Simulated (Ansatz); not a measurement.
**H₅NO₃Ti: density, localisation and related maps**

```xyz
10

Ti   -0.7203    0.0952   -0.0446
N     1.4066   -0.4382   -0.1195
O    -1.3945   -0.9711   -1.0373
H     1.5434   -1.2361   -0.7405
O    -0.6991    1.8119   -0.6786
O    -1.1121   -0.1618    1.7246
H     1.9701    0.3372   -0.4695
H     1.7573   -0.6908    0.8051
H    -1.0674    2.1023   -1.5172
H    -1.6841   -0.8484    2.0775
```

All numbers below come from Ansatz 0.2.0, RKS PBE0-D4/def2-SVP.

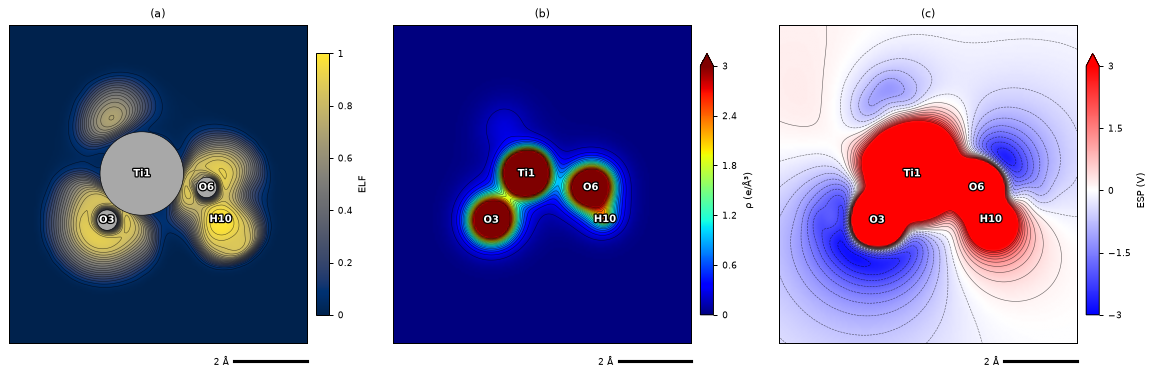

Figure 1. (a) electron localisation function; (b) total electron density; (c) molecular electrostatic potential on the plane of atoms Ti1, O6 and H10. Grey discs cover the atomic cores in the ELF map.

Question: What does the map show?

Answer: The plane passes through Ti, O and H nuclei.
Ti–O (1.61 Å): the density is about 1.9 e/Å³ at the midpoint; the ELF peaks at about 0.80 in the valence shell of O, 0.5 Å from its nucleus, and drops to about 0.40 between the two atoms.
O–H (0.96 Å): the density is about 3.6 e/Å³ at the midpoint; the ELF climbs to about 1 towards the hydrogen, as it does in any bond to H; a covalent bond by its length.
Ti–O (1.83 Å): ρ at the midpoint is about 0.93 e/Å³; the ELF peaks at about 0.85 in the valence shell of O, 0.6 Å from its nucleus, and drops to about 0.20 between the two atoms.
Outside the dense part of the molecule the potential is most negative (−2.8 V) near O3.

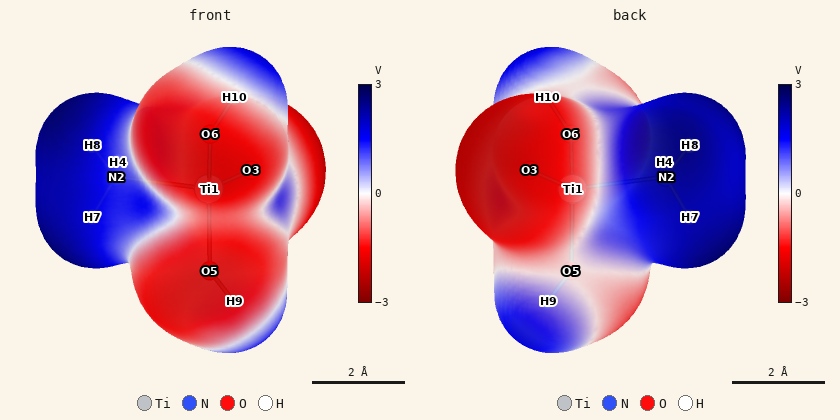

Figure 2. The molecular electrostatic potential painted on the density surface at 0.002 e/bohr³, seen from the front and from behind; red is negative and blue positive.

Question: Describe the electrostatic potential map.

Answer: The most negative region (about −2.3 V, or −53 kcal/mol for a unit charge) lies over O3, the most positive (about +2.6 V, or +60 kcal/mol for a unit charge) over H4, H7 and H8. O3 is the likeliest acceptor of a hydrogen bond.

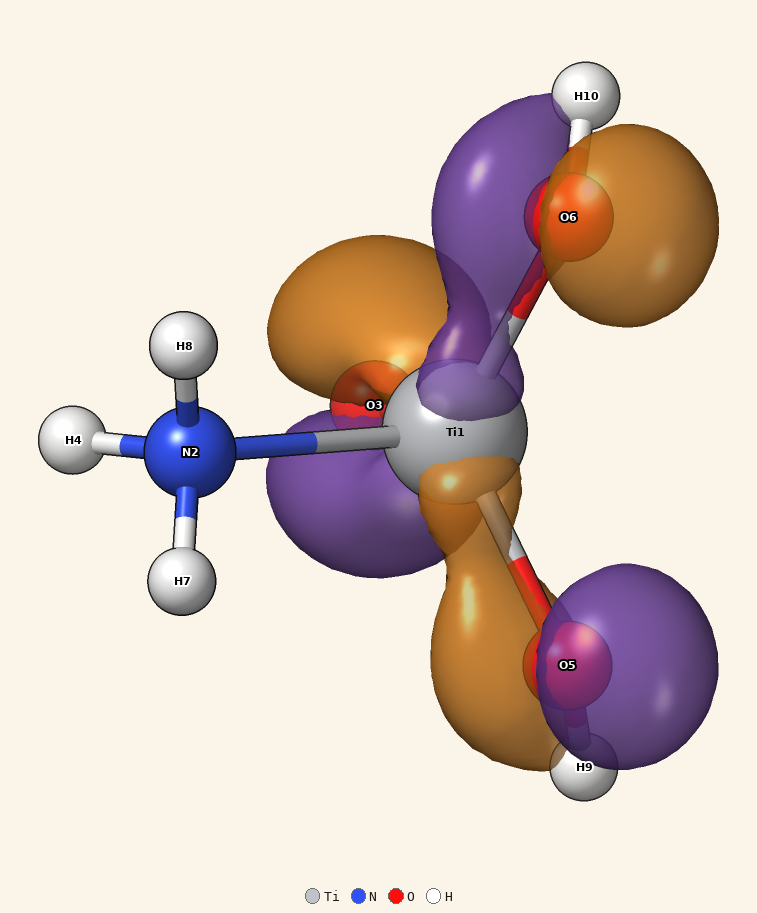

Figure 3. The HOMO−1 at ±0.15 Å⁻³ᐟ² (orange and purple are the two phases), seen at a tilt.

Question: Where does this orbital lie, and at what energy?

Answer: Its weight (Hirshfeld) is mainly on O3 (about 40 %), O5 (about 25 %), O6 (about 25 %) and Ti1 (about 15 %); largely a combination of lone pairs on O3, O5 and O6. Its energy is −7.81 eV.

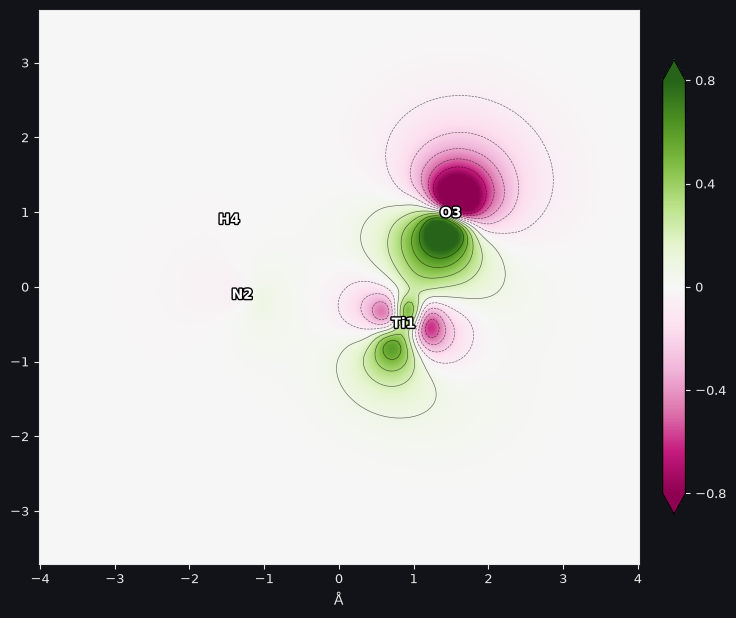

Figure 4. The HOMO on the plane of atoms Ti1, N2 and H4 (values in Å⁻³ᐟ²; the overall sign is arbitrary).

Question: What is the character of this orbital?

Answer: It lies mainly on O3 (about 55 %), Ti1 (about 15 %), O6 (about 15 %) and O5 (about 15 %); largely a combination of lone pairs on O3, O6 and O5. Its energy is −7.80 eV.
